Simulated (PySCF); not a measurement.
**C3H8BFSi: NMR shifts and electronic excitations at several levels of theory, part 1 of 2**

Aim: compute the NMR shifts and electronic excitations of C3H8BFSi (`B[Si@H]1C[C@@H](F)C1`) at several levels, and see how far they spread and what each costs.

Computed with PySCF 2.14.0, with density-fitted response routines of our own, on a single molecule in the gas phase. Atoms count from 0, in the outputs and in this text.

### Step 1. The starting structure

14 atoms, charge 0, multiplicity 1; geometry from: PBE0-D3(BJ)/def2-SVP.

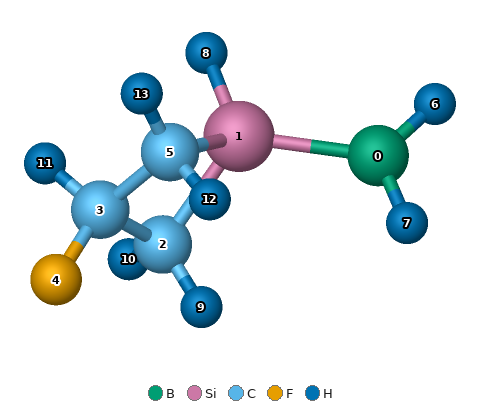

As it starts; boron teal, silicon pink, carbon blue, fluorine amber, hydrogen blue, atoms numbered; sticks join atoms by distance.

### Step 2. Shielding tensors: PBE0/6-31G*

What the job is given:

```
{"job": {"kind": "nmr", "xc": "PBE0", "basis": "6-31G*", "pop": true}, "charge": 0, "multiplicity": 1}
B      2.438558     0.259360     0.607071
Si     0.547250     0.776108     0.175352
C     -0.294244    -0.115218    -1.298887
C     -1.507746    -0.290270    -0.382655
F     -2.246202    -1.424206    -0.628195
C     -0.847242    -0.253056     0.997549
H      3.310149     1.046089     0.889466
H      2.723908    -0.916668     0.585923
H      0.246500     2.241358     0.191411
H      0.196122    -1.092189    -1.441385
H     -0.468250     0.352340    -2.276950
H     -2.189895     0.572177    -0.494947
H     -0.449833    -1.253204     1.236513
H     -1.457703     0.107673     1.835531
```

With the program's defaults for keys left out, this is: GIAO PBE0/6-31G* NMR shielding, non-relativistic, gas phase.

Command:

```bash
$ OMP_NUM_THREADS=1 python probes_run.py task.json out
```

One launch serves the whole session: the jobs run in the order shown.

Log:

```text
coarse grid: 12016 points
cycle   1  E = -532.8103817194  dE =  4.486e-01  |g| = 5.606e-01  |ddm| = 3.202e+00
cycle   2  E = -532.7691070566  dE =  4.127e-02  |g| = 7.363e-01  |ddm| = 1.118e+00
cycle   3  E = -532.8755141217  dE = -1.064e-01  |g| = 4.414e-02  |ddm| = 6.775e-01
cycle   4  E = -532.8758976131  dE = -3.835e-04  |g| = 2.178e-02  |ddm| = 6.560e-02
cycle   5  E = -532.8759998816  dE = -1.023e-04  |g| = 6.598e-03  |ddm| = 2.499e-02
cycle   6  E = -532.8760118252  dE = -1.194e-05  |g| = 1.386e-03  |ddm| = 8.016e-03
cycle   7  E = -532.8760123803  dE = -5.551e-07  |g| = 3.900e-04  |ddm| = 1.800e-03
final grid: 111344 points
cycle   8  E = -532.8362858471  dE = -2.038e-05  |g| = 8.073e-03  |ddm| = 1.811e-02
cycle   9  E = -532.8362720551  dE =  1.379e-05  |g| = 1.159e-02  |ddm| = 1.654e-02
cycle  10  E = -532.8363013201  dE = -2.927e-05  |g| = 7.852e-04  |ddm| = 9.660e-03
cycle  11  E = -532.8363014993  dE = -1.792e-07  |g| = 1.057e-04  |ddm| = 9.363e-04
cycle  12  E = -532.8363015013  dE = -2.028e-09  |g| = 4.857e-05  |ddm| = 1.547e-04
cycle  13  E = -532.8363015020  dE = -6.153e-10  |g| = 1.299e-05  |ddm| = 6.874e-05
converged SCF energy = -532.8363015020

GIAO shielding tensors (ppm)
atom      isotropic    diamagn.    paramagn.     s11        s22        s33       span
  0 B        3.034     196.242    -193.209   -107.626    -29.262    145.988    253.614
  1 Si     465.983     883.258    -417.275    431.087    450.620    516.241     85.153
  2 C      173.357     252.549     -79.192    163.047    163.607    193.416     30.369
  3 C      111.817     243.077    -131.260     78.637     96.297    160.516     81.878
  4 F      322.767     468.110    -145.342    242.668    345.204    380.430    137.762
  5 C      173.369     252.512     -79.143    162.624    163.559    193.924     31.300
  6 H       21.435      28.360      -6.926     10.563     25.992     27.749     17.186
  7 H       21.579      29.581      -8.002      9.440     27.414     27.882     18.441
  8 H       27.585      29.536      -1.951     24.187     25.688     32.879      8.692
  9 H       30.308      30.988      -0.680     27.623     28.280     35.020      7.398
 10 H       30.265      29.561       0.705     26.852     26.947     36.998     10.147
 11 H       26.729      29.283      -2.554     23.490     27.592     29.104      5.615
 12 H       30.314      30.979      -0.665     27.652     28.297     34.994      7.342
 13 H       30.271      29.567       0.704     26.827     26.967     37.019     10.191
```

It took 10 s on 1 thread of Intel Xeon Platinum 8488C, shared host; peak memory 0.61 GiB.

The references, computed at this level on geometries of the same kind, shield at (ppm): ¹H TMS 31.96, ¹³C TMS 194.1, ²⁹Si TMS 418.1, ¹⁹F CFCl3 198.9, ¹¹B BF3·OEt2 112.3. Their shielding less the atom's gives the shift. The references are single molecules in the gas phase, so shifts against H2O, NH3, PH3, H3PO4 or CFCl3 are not on the usual liquid scales and can be off by tens of ppm. Atoms listed in one row are averaged.

```
   atoms                                                   environment  σ (ppm)  δ (ppm)
      C3                                            sp3 CH bonded to F    111.8     82.3
  C2, C5                                          sp3 CH2 bonded to Si    173.4     20.8
  H6, H7                              hydrogen on a boron bonded to Si    21.51    10.46
     H11                             hydrogen on an sp3 CH bonded to F    26.73     5.23
      H8  hydrogen on a silicon bonded to 2 C, B, in a 4-membered ring    27.58     4.38
H10, H13                           hydrogen on an sp3 CH2 bonded to Si    30.27     1.69
 H9, H12                           hydrogen on an sp3 CH2 bonded to Si    30.31     1.65
      B0                                       boron bonded to Si, 2 H      3.0    109.2
     Si1             silicon bonded to 2 C, B, H, in a 4-membered ring    466.0    -47.9
      F4                                     fluorine on an sp3 carbon    322.8   -123.9
```

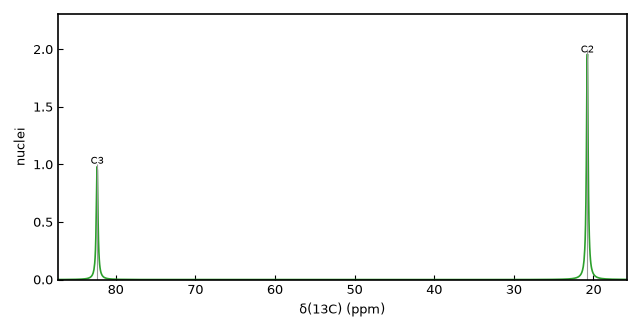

¹³C lines at the computed shifts, without couplings. Lines are broadened to a width of 0.25 ppm (Lorentzian).

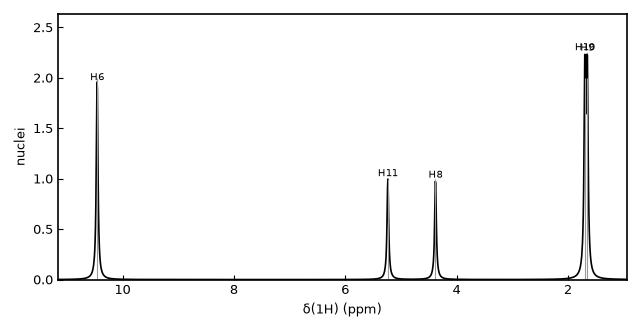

¹H lines at the computed shifts, without couplings. Lines are broadened to a width of 0.04 ppm (Lorentzian).

The run also stored atomic charges by several schemes (e):

```
 atoms  Mulliken    IAO  Hirshfeld  ESP fit
    B0     -0.07  -0.18       0.09     0.24
   Si1      0.41   0.69       0.24     0.25
C2, C5     -0.57  -0.53      -0.15    -0.41
    C3      0.21   0.19       0.07     0.36
    F4     -0.35  -0.31      -0.13    -0.26
```

IAO charges:

B0 -0.18; Si1 0.69; C2 -0.53; C3 0.19; F4 -0.31; C5 -0.53; H6 0.03; H7 0.03; H8 -0.11; H9 0.15; H10 0.15; H11 0.13; H12 0.15; H13 0.15

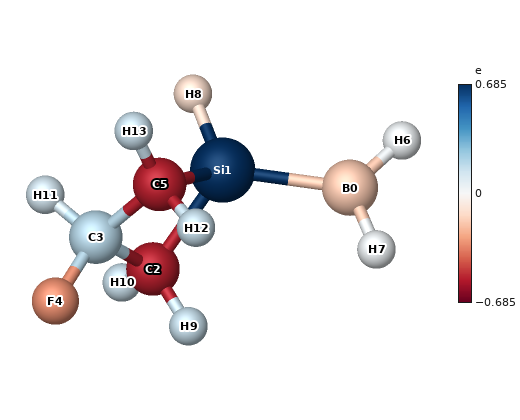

IAO charges, as colours on the atoms.

Mayer bond orders: B0–Si1 1.00, Si1–C2 0.92, C2–C3 0.97, C3–F4 0.89, C3–C5 0.97, C5–Si1 0.92.

Ring of atoms Si1, C2, C3, C5: NICS(0) -5.4, NICS(1) -3.1, NICS(1)zz 0.9 ppm (means of both faces; NICS(1) differs between them: -4.3 and -1.9). The ring holds saturated atoms, so no π current runs round it: these values come from its σ bonds, any local π bonds and neighbouring rings, and say nothing of aromaticity.

### Step 3. Nuclear shieldings: PBE0/6-311+G(2d,p)

The job, as its differences from that of step 2:

```diff
@@ -1,2 +1,2 @@
-{"job": {"kind": "nmr", "xc": "PBE0", "basis": "6-31G*", "pop": true}, "charge": 0, "multiplicity": 1}
+{"job": {"kind": "nmr", "xc": "PBE0", "basis": "6-311+G(2d,p)", "pop": true}, "charge": 0, "multiplicity": 1}
 B      2.438558     0.259360     0.607071
```

With the program's defaults for keys left out, this is: GIAO PBE0/6-311+G(2d,p) NMR shielding, non-relativistic, gas phase.

Log:

```text
coarse grid: 12016 points
cycle   1  E = -532.8783711880  dE =  4.397e-01  |g| = 5.573e-01  |ddm| = 3.258e+00
cycle   2  E = -532.8305163978  dE =  4.785e-02  |g| = 7.685e-01  |ddm| = 1.173e+00
cycle   3  E = -532.9390332099  dE = -1.085e-01  |g| = 6.388e-02  |ddm| = 7.639e-01
cycle   4  E = -532.9395996071  dE = -5.664e-04  |g| = 3.162e-02  |ddm| = 6.795e-02
cycle   5  E = -532.9397883202  dE = -1.887e-04  |g| = 8.261e-03  |ddm| = 2.850e-02
cycle   6  E = -532.9398047400  dE = -1.642e-05  |g| = 2.230e-03  |ddm| = 9.092e-03
cycle   7  E = -532.9398060790  dE = -1.339e-06  |g| = 5.713e-04  |ddm| = 2.444e-03
final grid: 111344 points
cycle   8  E = -532.9437310573  dE = -5.238e-05  |g| = 6.395e-03  |ddm| = 8.475e-02
cycle   9  E = -532.9437238559  dE =  7.201e-06  |g| = 8.620e-03  |ddm| = 1.299e-02
cycle  10  E = -532.9437409374  dE = -1.708e-05  |g| = 1.012e-03  |ddm| = 7.112e-03
cycle  11  E = -532.9437411540  dE = -2.166e-07  |g| = 2.551e-04  |ddm| = 1.062e-03
cycle  12  E = -532.9437411638  dE = -9.846e-09  |g| = 9.169e-05  |ddm| = 2.426e-04
cycle  13  E = -532.9437411658  dE = -1.979e-09  |g| = 1.840e-05  |ddm| = 1.039e-04
cycle  14  E = -532.9437411659  dE = -9.288e-11  |g| = 3.674e-06  |ddm| = 2.578e-05
converged SCF energy = -532.9437411659

GIAO shielding tensors (ppm)
atom      isotropic    diamagn.    paramagn.     s11        s22        s33       span
  0 B      -13.389     194.525    -207.914   -129.841    -49.914    139.587    269.428
  1 Si     417.497     878.928    -461.431    374.541    395.288    482.663    108.122
  2 C      164.427     248.137     -83.710    152.714    154.386    186.180     33.466
  3 C       99.547     243.808    -144.260     64.230     82.324    152.088     87.857
  4 F      313.216     466.163    -152.947    229.495    332.009    378.143    148.648
  5 C      164.481     248.074     -83.593    152.588    154.076    186.778     34.190
  6 H       20.987      28.695      -7.708      9.367     26.285     27.309     17.942
  7 H       21.135      29.318      -8.183      8.164     27.535     27.707     19.543
  8 H       27.113      28.448      -1.335     23.745     25.375     32.220      8.474
  9 H       29.889      30.694      -0.805     27.159     28.102     34.406      7.247
 10 H       29.762      30.672      -0.910     26.390     26.644     36.253      9.863
 11 H       26.442      31.381      -4.939     23.328     27.499     28.499      5.171
 12 H       29.896      30.675      -0.779     27.189     28.114     34.386      7.197
 13 H       29.768      30.675      -0.906     26.399     26.630     36.274      9.875
```

Run time: 31 s. Hardware: 1 thread of Intel Xeon Platinum 8488C, shared host; peak memory 0.97 GiB.

This run: δ C3 86.9, C2 22.0, B0 115.8, Si1 -73.1, H6 10.45, H11 5.07 ppm (means over like atoms).

### Step 4. Nuclear shieldings: PBE0/def2-SVP

The job, as its differences from that of step 3:

```diff
@@ -1,2 +1,2 @@
-{"job": {"kind": "nmr", "xc": "PBE0", "basis": "6-311+G(2d,p)", "pop": true}, "charge": 0, "multiplicity": 1}
+{"job": {"kind": "nmr", "xc": "PBE0", "basis": "def2-SVP", "pop": true}, "charge": 0, "multiplicity": 1}
 B      2.438558     0.259360     0.607071
```

Method: GIAO PBE0/def2-SVP NMR shielding, non-relativistic, gas phase.

Log:

```text
coarse grid: 12016 points
cycle   1  E = -532.4548470554  dE =  4.082e-01  |g| = 5.382e-01  |ddm| = 3.641e+00
cycle   2  E = -532.4168884461  dE =  3.796e-02  |g| = 7.083e-01  |ddm| = 1.453e+00
cycle   3  E = -532.5149086993  dE = -9.802e-02  |g| = 4.317e-02  |ddm| = 8.861e-01
cycle   4  E = -532.5152233695  dE = -3.147e-04  |g| = 2.225e-02  |ddm| = 6.840e-02
cycle   5  E = -532.5153280263  dE = -1.047e-04  |g| = 6.214e-03  |ddm| = 2.979e-02
cycle   6  E = -532.5153383190  dE = -1.029e-05  |g| = 1.518e-03  |ddm| = 8.706e-03
cycle   7  E = -532.5153390193  dE = -7.003e-07  |g| = 3.826e-04  |ddm| = 2.065e-03
final grid: 111344 points
cycle   8  E = -532.5880771176  dE = -2.332e-05  |g| = 7.164e-03  |ddm| = 2.352e-02
cycle   9  E = -532.5880658110  dE =  1.131e-05  |g| = 1.024e-02  |ddm| = 1.700e-02
cycle  10  E = -532.5880895529  dE = -2.374e-05  |g| = 7.136e-04  |ddm| = 1.034e-02
cycle  11  E = -532.5880897002  dE = -1.473e-07  |g| = 1.104e-04  |ddm| = 1.078e-03
cycle  12  E = -532.5880897026  dE = -2.419e-09  |g| = 4.664e-05  |ddm| = 1.671e-04
cycle  13  E = -532.5880897031  dE = -5.590e-10  |g| = 1.245e-05  |ddm| = 7.801e-05
converged SCF energy = -532.5880897031

GIAO shielding tensors (ppm)
atom      isotropic    diamagn.    paramagn.     s11        s22        s33       span
  0 B       -4.353     194.373    -198.726   -122.148    -36.819    145.908    268.056
  1 Si     473.568     880.966    -407.399    440.622    452.836    527.244     86.622
  2 C      173.810     251.727     -77.916    163.210    164.595    193.627     30.417
  3 C      111.062     246.626    -135.564     75.768     94.172    163.246     87.477
  4 F      333.445     465.609    -132.164    262.179    353.262    384.895    122.716
  5 C      173.849     251.706     -77.857    163.176    164.185    194.186     31.010
  6 H       20.718      28.210      -7.492      8.967     25.903     27.284     18.317
  7 H       20.825      29.114      -8.289      7.668     27.367     27.440     19.772
  8 H       27.211      29.942      -2.730     23.803     25.414     32.416      8.613
  9 H       29.878      31.772      -1.895     26.899     27.965     34.769      7.870
 10 H       29.835      30.148      -0.313     26.268     26.628     36.611     10.343
 11 H       26.663      30.422      -3.759     23.507     27.548     28.934      5.428
 12 H       29.885      31.768      -1.883     26.931     27.982     34.743      7.812
 13 H       29.841      30.159      -0.319     26.277     26.611     36.633     10.356
```

Wall time 12 s (1 thread of Intel Xeon Platinum 8488C, shared host); peak memory 0.69 GiB.

Key values: δ C3 82.7, C2 19.9, B0 115.0, Si1 -66.4, H6 10.57, H11 4.68 ppm (means over like atoms).

### Step 5. Shielding tensors: PBE0/def2-TZVP

The job, as its differences from that of step 4:

```diff
@@ -1,2 +1,2 @@
-{"job": {"kind": "nmr", "xc": "PBE0", "basis": "def2-SVP", "pop": true}, "charge": 0, "multiplicity": 1}
+{"job": {"kind": "nmr", "xc": "PBE0", "basis": "def2-TZVP", "pop": true}, "charge": 0, "multiplicity": 1}
 B      2.438558     0.259360     0.607071
```

With the program's defaults for keys left out, this is: GIAO PBE0/def2-TZVP NMR shielding, non-relativistic, gas phase.

Log:

```text
coarse grid: 12016 points
cycle   1  E = -532.9064281221  dE =  4.380e-01  |g| = 5.600e-01  |ddm| = 2.744e+00
cycle   2  E = -532.8593415111  dE =  4.709e-02  |g| = 7.701e-01  |ddm| = 1.373e+00
cycle   3  E = -532.9681936841  dE = -1.089e-01  |g| = 5.855e-02  |ddm| = 9.309e-01
cycle   4  E = -532.9686950451  dE = -5.014e-04  |g| = 3.032e-02  |ddm| = 7.677e-02
cycle   5  E = -532.9688696638  dE = -1.746e-04  |g| = 8.101e-03  |ddm| = 3.626e-02
cycle   6  E = -532.9688854880  dE = -1.582e-05  |g| = 2.082e-03  |ddm| = 7.841e-03
cycle   7  E = -532.9688866567  dE = -1.169e-06  |g| = 6.034e-04  |ddm| = 1.918e-03
final grid: 111344 points
cycle   8  E = -532.9654756996  dE = -6.033e-05  |g| = 6.678e-03  |ddm| = 5.788e-02
cycle   9  E = -532.9654678699  dE =  7.830e-06  |g| = 8.942e-03  |ddm| = 1.160e-02
cycle  10  E = -532.9654861164  dE = -1.825e-05  |g| = 1.069e-03  |ddm| = 6.740e-03
cycle  11  E = -532.9654863589  dE = -2.425e-07  |g| = 2.496e-04  |ddm| = 1.334e-03
cycle  12  E = -532.9654863686  dE = -9.721e-09  |g| = 9.507e-05  |ddm| = 2.793e-04
cycle  13  E = -532.9654863707  dE = -2.080e-09  |g| = 1.828e-05  |ddm| = 1.176e-04
cycle  14  E = -532.9654863708  dE = -9.118e-11  |g| = 3.623e-06  |ddm| = 2.145e-05
converged SCF energy = -532.9654863708

GIAO shielding tensors (ppm)
atom      isotropic    diamagn.    paramagn.     s11        s22        s33       span
  0 B      -15.632     192.535    -208.167   -134.866    -52.070    140.039    274.905
  1 Si     405.543     877.367    -471.824    364.575    382.783    469.272    104.697
  2 C      164.598     248.737     -84.139    152.808    154.591    186.394     33.586
  3 C       97.980     237.520    -139.540     62.481     80.265    151.195     88.713
  4 F      311.744     464.713    -152.969    226.640    330.361    378.231    151.591
  5 C      164.652     248.767     -84.115    152.763    154.183    187.010     34.247
  6 H       20.922      28.270      -7.348      9.139     26.313     27.314     18.175
  7 H       21.065      28.472      -7.407      7.922     27.528     27.744     19.822
  8 H       27.079      30.108      -3.030     23.760     25.308     32.169      8.409
  9 H       29.910      30.916      -1.006     27.135     28.166     34.429      7.293
 10 H       29.761      29.673       0.088     26.391     26.666     36.227      9.836
 11 H       26.430      29.951      -3.520     23.425     27.401     28.464      5.039
 12 H       29.917      30.917      -1.001     27.166     28.178     34.406      7.240
 13 H       29.767      29.687       0.080     26.404     26.647     36.249      9.846
```

It took 33 s on 1 thread of Intel Xeon Platinum 8488C, shared host; peak memory 0.92 GiB.

Key values: δ C3 88.7, C2 22.0, B0 118.3, Si1 -74.0, H6 10.49, H11 5.05 ppm (means over like atoms).

### Step 6. Shielding tensors: PBE0/cc-pVDZ

The job, as its differences from that of step 5:

```diff
@@ -1,2 +1,2 @@
-{"job": {"kind": "nmr", "xc": "PBE0", "basis": "def2-TZVP", "pop": true}, "charge": 0, "multiplicity": 1}
+{"job": {"kind": "nmr", "xc": "PBE0", "basis": "cc-pVDZ", "pop": true}, "charge": 0, "multiplicity": 1}
 B      2.438558     0.259360     0.607071
```

Method: GIAO PBE0/cc-pVDZ NMR shielding, non-relativistic, gas phase.

Log:

```text
coarse grid: 12016 points
cycle   1  E = -532.7915842048  dE =  4.871e-01  |g| = 5.449e-01  |ddm| = 6.578e+00
cycle   2  E = -532.7511723157  dE =  4.041e-02  |g| = 7.199e-01  |ddm| = 1.888e+00
cycle   3  E = -532.8529437789  dE = -1.018e-01  |g| = 4.488e-02  |ddm| = 1.034e+00
cycle   4  E = -532.8533133325  dE = -3.696e-04  |g| = 2.198e-02  |ddm| = 1.093e-01
cycle   5  E = -532.8534160781  dE = -1.027e-04  |g| = 6.453e-03  |ddm| = 4.314e-02
cycle   6  E = -532.8534271298  dE = -1.105e-05  |g| = 1.605e-03  |ddm| = 1.399e-02
cycle   7  E = -532.8534278948  dE = -7.650e-07  |g| = 4.275e-04  |ddm| = 3.601e-03
final grid: 111344 points
cycle   8  E = -532.8679864022  dE = -2.205e-05  |g| = 7.705e-03  |ddm| = 5.222e-02
cycle   9  E = -532.8679731446  dE =  1.326e-05  |g| = 1.106e-02  |ddm| = 2.881e-02
cycle  10  E = -532.8680009369  dE = -2.779e-05  |g| = 8.318e-04  |ddm| = 1.623e-02
cycle  11  E = -532.8680011342  dE = -1.973e-07  |g| = 1.315e-04  |ddm| = 2.032e-03
cycle  12  E = -532.8680011376  dE = -3.422e-09  |g| = 5.068e-05  |ddm| = 2.643e-04
cycle  13  E = -532.8680011383  dE = -6.819e-10  |g| = 1.420e-05  |ddm| = 1.124e-04
converged SCF energy = -532.8680011383

GIAO shielding tensors (ppm)
atom      isotropic    diamagn.    paramagn.     s11        s22        s33       span
  0 B       -1.145     196.246    -197.391   -117.404    -32.500    146.470    263.874
  1 Si     476.949     884.743    -407.795    440.403    461.722    528.721     88.318
  2 C      174.229     248.709     -74.481    162.143    164.624    195.919     33.776
  3 C      112.126     244.260    -132.134     77.593     96.105    162.679     85.086
  4 F      321.498     468.230    -146.733    246.153    339.246    379.093    132.940
  5 C      174.255     248.707     -74.452    161.863    164.445    196.456     34.593
  6 H       20.593      28.647      -8.054      8.936     25.763     27.082     18.146
  7 H       20.728      29.606      -8.879      7.707     27.125     27.351     19.643
  8 H       27.178      29.879      -2.700     23.726     25.387     32.422      8.696
  9 H       29.659      31.127      -1.468     26.883     27.740     34.355      7.472
 10 H       29.620      29.729      -0.109     26.121     26.533     36.205     10.084
 11 H       26.369      29.893      -3.523     23.189     27.423     28.496      5.307
 12 H       29.667      31.126      -1.460     26.913     27.755     34.332      7.419
 13 H       29.625      29.739      -0.114     26.127     26.524     36.226     10.099
```

It took 13 s on 1 thread of Intel Xeon Platinum 8488C, shared host; peak memory 0.72 GiB.

In short: δ C3 84.6, C2 22.5, B0 115.0, Si1 -58.3, H6 10.63, H11 4.92 ppm (means over like atoms).

### Step 7. Nuclear shieldings: PBE0/cc-pVTZ

The job, as its differences from that of step 6:

```diff
@@ -1,2 +1,2 @@
-{"job": {"kind": "nmr", "xc": "PBE0", "basis": "cc-pVDZ", "pop": true}, "charge": 0, "multiplicity": 1}
+{"job": {"kind": "nmr", "xc": "PBE0", "basis": "cc-pVTZ", "pop": true}, "charge": 0, "multiplicity": 1}
 B      2.438558     0.259360     0.607071
```

Level: GIAO PBE0/cc-pVTZ NMR shielding, non-relativistic, gas phase.

Log:

```text
coarse grid: 12016 points
cycle   1  E = -532.8925844859  dE =  4.400e-01  |g| = 5.608e-01  |ddm| = 7.116e+00
cycle   2  E = -532.8472180045  dE =  4.537e-02  |g| = 7.671e-01  |ddm| = 1.979e+00
cycle   3  E = -532.9545577480  dE = -1.073e-01  |g| = 5.464e-02  |ddm| = 1.169e+00
cycle   4  E = -532.9550154807  dE = -4.577e-04  |g| = 2.815e-02  |ddm| = 1.266e-01
cycle   5  E = -532.9551652657  dE = -1.498e-04  |g| = 7.812e-03  |ddm| = 5.046e-02
cycle   6  E = -532.9551797605  dE = -1.449e-05  |g| = 1.978e-03  |ddm| = 1.497e-02
cycle   7  E = -532.9551808250  dE = -1.064e-06  |g| = 6.013e-04  |ddm| = 4.043e-03
final grid: 111344 points
cycle   8  E = -532.9589868061  dE = -6.969e-05  |g| = 7.263e-03  |ddm| = 1.029e-01
cycle   9  E = -532.9589766447  dE =  1.016e-05  |g| = 1.012e-02  |ddm| = 2.585e-02
cycle  10  E = -532.9589986750  dE = -2.203e-05  |g| = 1.034e-03  |ddm| = 1.424e-02
cycle  11  E = -532.9589989054  dE = -2.304e-07  |g| = 2.312e-04  |ddm| = 2.124e-03
cycle  12  E = -532.9589989146  dE = -9.178e-09  |g| = 8.861e-05  |ddm| = 4.351e-04
cycle  13  E = -532.9589989164  dE = -1.857e-09  |g| = 1.946e-05  |ddm| = 1.765e-04
cycle  14  E = -532.9589989165  dE = -1.010e-10  |g| = 3.709e-06  |ddm| = 4.253e-05
converged SCF energy = -532.9589989165

GIAO shielding tensors (ppm)
atom      isotropic    diamagn.    paramagn.     s11        s22        s33       span
  0 B      -14.531     193.821    -208.352   -133.639    -50.551    140.597    274.236
  1 Si     428.837     890.115    -461.278    389.831    408.519    488.159     98.328
  2 C      165.432     245.815     -80.383    153.942    155.359    186.993     33.051
  3 C       99.614     236.995    -137.382     64.499     82.527    151.815     87.315
  4 F      312.321     466.730    -154.408    230.676    329.742    376.546    145.870
  5 C      165.479     245.854     -80.374    153.900    154.942    187.596     33.696
  6 H       20.795      28.438      -7.643      8.919     26.370     27.096     18.177
  7 H       20.956      28.650      -7.695      7.672     27.384     27.810     20.138
  8 H       27.079      29.779      -2.700     23.687     25.307     32.242      8.555
  9 H       29.703      30.839      -1.136     26.886     27.906     34.316      7.430
 10 H       29.565      29.603      -0.037     26.095     26.410     36.191     10.096
 11 H       26.231      29.751      -3.520     23.151     27.218     28.323      5.173
 12 H       29.709      30.844      -1.134     26.915     27.920     34.292      7.377
 13 H       29.571      29.614      -0.043     26.102     26.397     36.213     10.111
```

Run time: 44 s. Hardware: 1 thread of Intel Xeon Platinum 8488C, shared host; peak memory 1.1 GiB.

In short: δ C3 87.7, C2 21.8, B0 117.3, Si1 -68.8, H6 10.42, H11 5.06 ppm (means over like atoms).

(Continued in part 2 of 2.)
